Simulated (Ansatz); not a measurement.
## Profile along the Mg–Mg line in Mg (hcp, Mg type)

Mg (hcp, Mg type)

Space group P6₃/mmc (No. 194); a = b = 3.186 Å, c = 5.223 Å, α = β = 90.00°, γ = 120.00°

| atom | site | symmetry | x | y | z |
|---|---|---|---|---|---|
| Mg | 2d | -6m2 | 0.6667 | 0.3333 | 0.2500 |

Fields along a shortest Mg–Mg line of a (0001) plane (3.19 Å), from Mg to Mg, interpolated on the slice's grid (step about 0.2 Å). Level of theory: PBE (plane waves to 420 eV, PAW, scalar-relativistic; Ansatz, a first-principles code). k mesh 17×17×9. These are valence fields of a PAW run, semicore shells included where kept as valence: close to a nucleus they are smooth pseudo fields. Mg was relaxed with its symmetry unable to fall. The PAW data are Ansatz's earlier set.

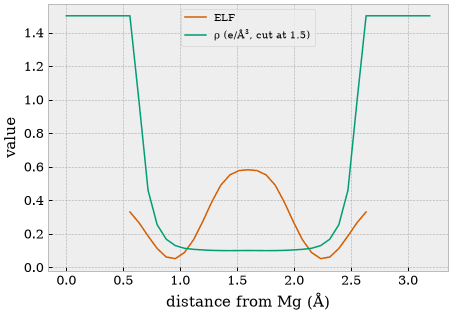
Figure: ELF (away from the nuclei) and valence density from Mg to Mg.

Density on the Mg–Mg line (3.19 Å) at its midpoint: 0.10 e/Å³. ELF at that point: 0.58. ELF maximum in the middle third of the Mg–Mg line: 0.58, 1.6 Å from Mg.
